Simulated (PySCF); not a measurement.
SMILES C([SiH](Br)C=C)C at its GFN2-xTB optimised geometry (Å):

```
15

Si    -0.9355    -0.7082     0.0000
Br     1.2972    -0.7082     0.0000
C     -1.5143    -1.5912    -1.5528
C     -0.7251    -2.1247    -2.4717
C     -1.5064    -1.6032     1.5754
C     -1.0261    -0.9232     2.8535
H     -1.2972     0.7082     0.0000
H     -2.5869    -1.6540    -1.6898
H      0.3503    -2.0911    -2.3914
H     -1.1131    -2.6209    -3.3479
H     -1.1488    -2.6361     1.5646
H     -2.5968    -1.6537     1.5825
H     -1.4039     0.0958     2.9149
H     -1.3717    -1.4664     3.7312
H      0.0612    -0.8855     2.8873
```

Calculation: CAM-B3LYP/def2-TZVP run with PySCF. Cells within 0.4 Å of a nucleus heavier than hydrogen are left out (blank, or x).

Map of the Laplacian of the electron density (e/bohr⁵), clipped to [-1.50, 1.50] on the plane z = 0.0 Å:

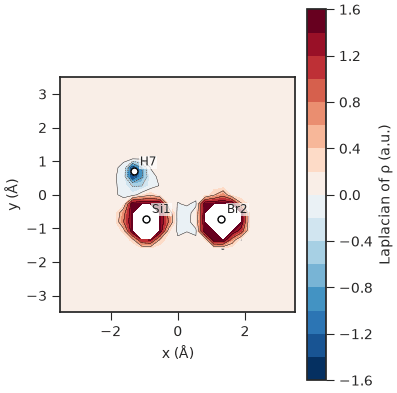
Figure: Laplacian of the electron density (e/bohr⁵), clipped to [-1.50, 1.50] on the plane z = 0.0 Å.
